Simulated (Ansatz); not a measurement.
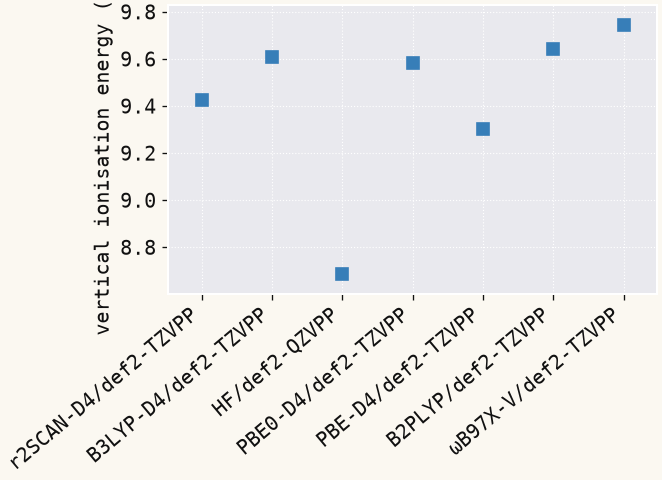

Vertical ionisation energy of SiPNH₆, SMILES [SiH3]NP, taken as the energy of the cation less that of the neutral at fixed geometry (unrestricted doublet cation, cores frozen in correlated methods, no spin-orbit coupling), the Ansatz code, at a PBE0-D4/def2-TZVP geometry (a minimum by its frequencies).

**What range do the values span?**

From 8.69 eV (HF/def2-QZVPP) to 9.74 eV (ωB97X-V/def2-TZVPP).

**Give the values.**

```
               level    eV
r2SCAN-D4/def2-TZVPP  9.42
 B3LYP-D4/def2-TZVPP  9.61
       HF/def2-QZVPP  8.69
  PBE0-D4/def2-TZVPP  9.58
   PBE-D4/def2-TZVPP  9.30
   B2PLYP/def2-TZVPP  9.64
  ωB97X-V/def2-TZVPP  9.74
```
